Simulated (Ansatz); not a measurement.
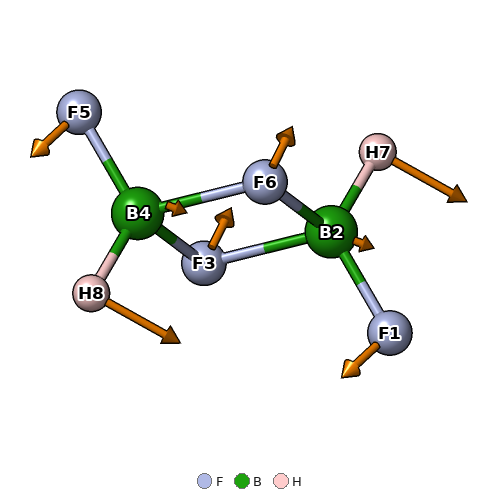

The arrows show one normal mode. Harmonic vibrations computed with RKS PBE0-D4/def2-TZVP (Ansatz 0.2.0) at a stationary point of the same level.

Question: What kind of motion is it?

Answer: A torsion or out-of-plane motion in which bond lengths and bond angles hardly change.

Question: At what wavenumber does it lie?

Answer: 82 cm⁻¹; it is mode 1 of 18 counted from the lowest.
